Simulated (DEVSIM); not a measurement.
System: illuminated Si n-on-p cell, one wavelength, with a back-surface field, at 300 K.

| layer (left to right) | material | thickness (μm) | Nd (cm⁻³) | Na (cm⁻³) | τn (s) | τp (s) | absorption coefficient (cm⁻¹) |
|---|---|---|---|---|---|---|---|
| 1 | Si | 0.150 | 6.1e17 | - | 3.2e-5 | 3.5e-6 | 32000 |
| 2 | Si | 22.0 | - | 1.8e15 | 0.00027 | 0.00027 | 32000 |
| 3 | Si | 0.310 | - | 5e18 | 0.00027 | 0.00027 | 32000 |

Left contact: ohmic, minority hole recombination velocity 1e5 cm/s. Right contact: ohmic, minority electron recombination velocity 40000 cm/s. Voltage is applied to the left contact. Recombination: SRH at mid-gap, radiative. Light enters at the left, 1.9e17 photons cm⁻² s⁻¹, one pass, no reflection. Mobility is μmin + (μ − μmin)/(1 + (N/Nref)^α).

The device is made up for the run: typed textbook-type constants, with dimensions and the other settings drawn at random. Values at 300 K.

```csv
parameter,Si
gap (eV),1.124
affinity (eV),4.05
permittivity,11.7
Nc (cm⁻³),2.86e19
Nv (cm⁻³),3.1e19
μn (cm²/Vs),1417
μp (cm²/Vs),470
"μn,min",52
"μp,min",45
"Nref,n",9.7e16
"Nref,p",2.2e17
αn,0.68
αp,0.72
B (cm³/s),4.7e-15
```

Simulated with DEVSIM: 1D drift-diffusion, Boltzmann statistics, complete ionisation; no tunnelling, impact ionisation, image-force lowering or self-heating.

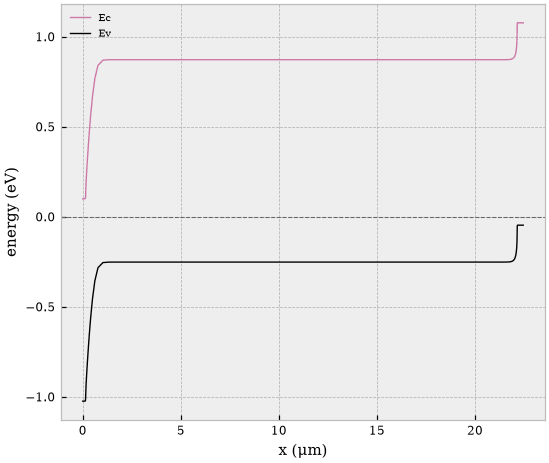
Band edges at zero bias, in the dark

Energies count from the Fermi level of the right contact; mesh points crowd at the junctions.

```
x (μm)   Ec (eV)  Ev (eV)  n (cm⁻³)  p (cm⁻³)  field (V/cm)
-------  -------  -------  --------  --------  ------------
0.000      0.099   -1.024    6.1e17       190           ≈ 0
0.02978    0.099   -1.024    6.1e17       190           ≈ 0
0.07800    0.099   -1.024    6.1e17       190           ≈ 0
0.1269     0.100   -1.024    6.0e17       190           790
0.1606     0.164   -0.960    4.9e16      2400         28000
0.2110     0.269   -0.855    8.8e14    130000         18000
0.3343     0.469   -0.655    3.8e11     3.0e8         14000
0.7776     0.841   -0.283    220000    5.4e14          2700
1.722      0.872   -0.252     65000    1.8e15           ≈ 0
3.881      0.872   -0.252     65000    1.8e15           ≈ 0
9.327      0.872   -0.252     65000    1.8e15           ≈ 0
18.03      0.872   -0.252     65000    1.8e15           ≈ 0
20.41      0.872   -0.252     65000    1.8e15           ≈ 0
21.45      0.872   -0.252     64000    1.8e15           ≈ 0
21.95      0.881   -0.243     46000    2.5e15           960
22.08      0.911   -0.213     14000    8.3e15          5500
22.14      0.977   -0.147      1100    1.0e17         27000
22.16      1.077   -0.047     < 1e2    5.0e18           580
22.23      1.077   -0.047     < 1e2    5.0e18           ≈ 0
22.33      1.077   -0.047     < 1e2    5.0e18           ≈ 0
22.41      1.077   -0.047     < 1e2    5.0e18           ≈ 0
22.46      1.077   -0.047     < 1e2    5.0e18           ≈ 0
```
